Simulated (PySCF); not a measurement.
## C$_{3}$H$_{5}$BrGe: one change and its effect

System: C$_{3}$H$_{5}$BrGe, SMILES CC#[C][GeH2][Br].
Method of the first run: TDDFT PBE0/def2-SVP, vertical, gas phase, core orbitals frozen in the response (PySCF 2.14.0).

The geometry comes from this level: PBE0-D3(BJ)/def2-SVP. Text and figures count atoms from 1; the logs count them from 0 in places.

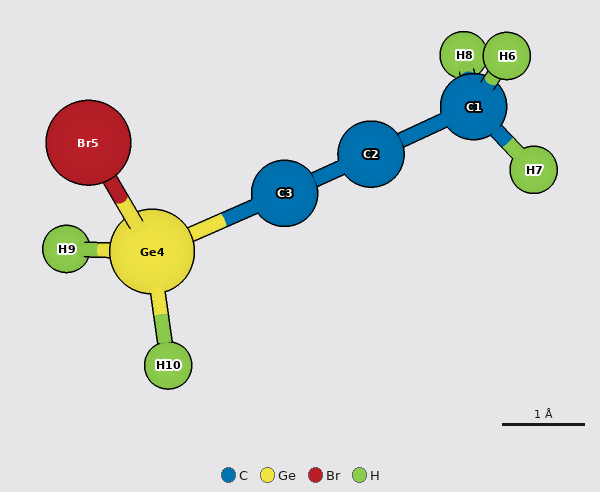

The structure as given in the input (ball-and-stick view, seen at a tilt; atoms are numbered from 1 in the order of the input). Sticks mark near contacts.

### The input, the first run
```
{"job": {"kind": "uv", "xc": "PBE0", "basis": "def2-SVP"}, "charge": 0, "multiplicity": 1}
C     -1.515225     0.535188     0.134634
C     -0.101627     0.261444    -0.036629
C      1.085654     0.025973    -0.173574
Ge     2.934510    -0.294474    -0.316865
Br     3.829808    -0.248489     1.816654
H     -1.698396     1.045565     1.093022
H     -1.893215     1.181865    -0.672216
H     -2.100435    -0.397305     0.128540
H      3.216735    -1.688601    -0.887111
H      3.619719     0.816586    -1.120940
```

The first line tells a small driver script what to run in PySCF; the rest is the geometry in Å.

Launched with:
```bash
OMP_NUM_THREADS=1 python <driver script> task.json out
```

Hardware: 1 CPU thread, shared host.

### Output (the first run)
```
coarse grid: 42648 points
cycle   1  E = -4767.0527412623  dE = -1.266e+00  |g| = 5.223e-01  |ddm| = 3.629e+00
cycle   2  E = -4767.0392969645  dE =  1.344e-02  |g| = 6.013e-01  |ddm| = 1.233e+00
cycle   3  E = -4767.1058829406  dE = -6.659e-02  |g| = 4.429e-02  |ddm| = 7.129e-01
cycle   4  E = -4767.1060175208  dE = -1.346e-04  |g| = 2.834e-02  |ddm| = 5.218e-02
cycle   5  E = -4767.1061826001  dE = -1.651e-04  |g| = 1.357e-02  |ddm| = 3.223e-02
cycle   6  E = -4767.1062273171  dE = -4.472e-05  |g| = 2.157e-03  |ddm| = 1.237e-02
cycle   7  E = -4767.1062286148  dE = -1.298e-06  |g| = 2.406e-04  |ddm| = 2.854e-03
final grid: 86600 points
cycle   8  E = -4767.1062146459  dE = -1.487e-08  |g| = 3.194e-04  |ddm| = 1.136e-03
cycle   9  E = -4767.1062146082  dE =  3.771e-08  |g| = 5.132e-04  |ddm| = 9.059e-04
cycle  10  E = -4767.1062146698  dE = -6.165e-08  |g| = 1.271e-04  |ddm| = 5.245e-04
cycle  11  E = -4767.1062146740  dE = -4.189e-09  |g| = 1.236e-05  |ddm| = 1.205e-04
cycle  12  E = -4767.1062146741  dE = -6.457e-11  |g| = 2.163e-06  |ddm| = 1.358e-05
converged SCF energy = -4767.1062146741

Static polarisability (au): isotropic 74.348, principal 51.687 66.516 104.841

Singlet excitations
state   eV       nm        f      main configurations
  1   5.5515    223.3   0.00027   H-1->L 0.85, H-2->L 0.09
  2   5.8727    211.1   0.04804   H->L 0.79, H-1->L+1 0.12
  3   5.9729    207.6   0.00493   H-2->L 0.86, H-1->L 0.11
  4   6.1406    201.9   0.00705   H-3->L 0.85, H-1->L+1 0.09
  5   6.2437    198.6   0.00061   H->L+1 0.81, H-3->L+1 0.14
  6   7.2206    171.7   0.15755   H-1->L+1 0.52, H->L+2 0.15, H-2->L+1 0.15
  7   7.3464    168.8   0.00055   H-3->L+1 0.82, H->L+1 0.15
  8   7.3831    167.9   0.08162   H-2->L+1 0.59, H->L+2 0.29
  9   7.5993    163.2   0.00472   H-1->L+2 0.73, H-2->L+2 0.15
 10   7.8613    157.7   0.01153   H-2->L+2 0.78, H-1->L+2 0.17

Triplet excitations (Tamm-Dancoff, eV): 4.7189 5.1295 5.2543 5.5210
```

The second run used a changed input.

### The two runs side by side

| quantity | the first run | the second run |
| --- | --- | --- |
| outcome | converged | converged |
| total energy (hartree) | −4767.106215 | −4767.167513 |
| HOMO (eV) | −7.81 | −7.71 |
| LUMO (eV) | −0.68 | −0.76 |
| dipole moment (D) | 2.80 | 3.03 |
| lowest excitation (eV) | 5.55 | 5.41 |
| SCF iterations | 12 | 12 |
| strongest computed line (eV) | 7.22 | 7.20 |
| basis functions | 131 | 116 |
| wall time (shared host) | 16 s | 14 s |

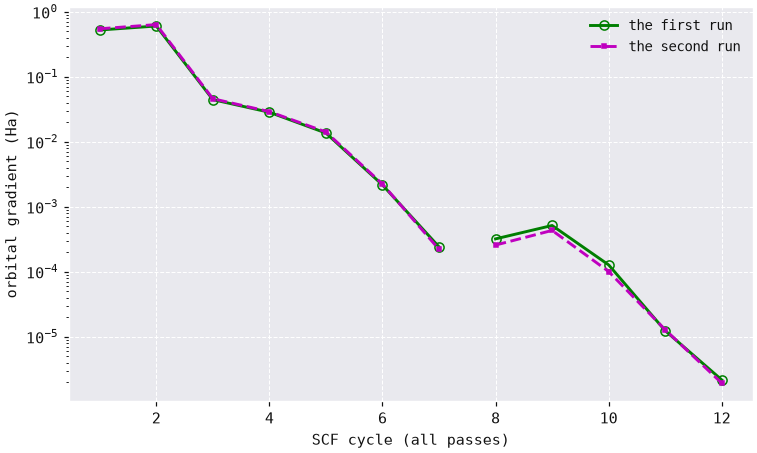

Convergence of the two runs: orbital gradient against the SCF cycle. A break in a curve parts two SCF passes (coarse and final grid). The first run takes 12 cycles in all, and the second run takes 12.

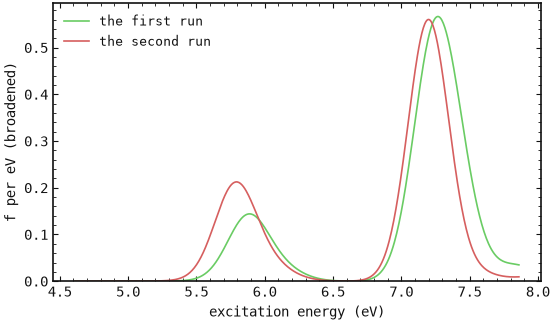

Absorption of the two runs from their computed states, each broadened by a Gaussian of 0.35 eV full width; the range ends where the shorter list of states ends.

What was changed in the input?

The change (lines with − go, lines with + come):
```diff
-"basis": "def2-SVP"
+"basis": "6-31G*"
```

The total energy of the second run is 38.5 kcal/mol lower, which measures the change of basis and not a stability. The HOMO goes from −7.81 to −7.71 eV. The LUMO goes from −0.68 to −0.76 eV. The dipole moment goes from 2.80 to 3.03 D. The lowest excitation goes from 5.55 to 5.41 eV. The number of SCF iterations is the same. The basis functions go from 131 to 116.

### Output (the second run)
```
coarse grid: 42648 points
cycle   1  E = -4767.1089894631  dE = -1.205e+00  |g| = 5.452e-01  |ddm| = 3.371e+00
cycle   2  E = -4767.0950187650  dE =  1.397e-02  |g| = 6.328e-01  |ddm| = 1.371e+00
cycle   3  E = -4767.1671896083  dE = -7.217e-02  |g| = 4.579e-02  |ddm| = 8.102e-01
cycle   4  E = -4767.1673106209  dE = -1.210e-04  |g| = 2.895e-02  |ddm| = 5.013e-02
cycle   5  E = -4767.1674833969  dE = -1.728e-04  |g| = 1.409e-02  |ddm| = 3.251e-02
cycle   6  E = -4767.1675314460  dE = -4.805e-05  |g| = 2.227e-03  |ddm| = 1.258e-02
cycle   7  E = -4767.1675326881  dE = -1.242e-06  |g| = 2.203e-04  |ddm| = 2.406e-03
final grid: 86600 points
cycle   8  E = -4767.1675126248  dE = -2.196e-08  |g| = 2.566e-04  |ddm| = 8.952e-04
cycle   9  E = -4767.1675125966  dE =  2.816e-08  |g| = 4.309e-04  |ddm| = 7.243e-04
cycle  10  E = -4767.1675126405  dE = -4.391e-08  |g| = 1.005e-04  |ddm| = 4.204e-04
cycle  11  E = -4767.1675126432  dE = -2.667e-09  |g| = 1.279e-05  |ddm| = 1.000e-04
cycle  12  E = -4767.1675126432  dE = -2.638e-11  |g| = 1.928e-06  |ddm| = 1.088e-05
converged SCF energy = -4767.1675126432

Static polarisability (au): isotropic 72.653, principal 49.160 65.126 103.672

Singlet excitations
state   eV       nm        f      main configurations
  1   5.4123    229.1   0.00032   H-1->L 0.93
  2   5.7785    214.6   0.07243   H->L 0.80, H-1->L+1 0.13
  3   5.9166    209.6   0.00793   H-2->L 0.96
  4   6.0710    204.2   0.00854   H-3->L 0.90
  5   6.2832    197.3   0.00052   H->L+1 0.89
  6   7.1992    172.2   0.20840   H-1->L+1 0.40, H->L+2 0.37, H->L 0.12
  7   7.5056    165.2   0.00130   H-1->L+2 0.82
  8   7.5764    163.6   0.00333   H-2->L+1 0.89
  9   7.6082    163.0   0.00126   H-3->L+1 0.89
 10   8.0076    154.8   0.00418   H-1->L+3 0.94

Triplet excitations (Tamm-Dancoff, eV): 4.6508 5.0385 5.2383 5.4743
```

For both runs: Spin–orbit coupling is left out, which matters for the heavy atoms.
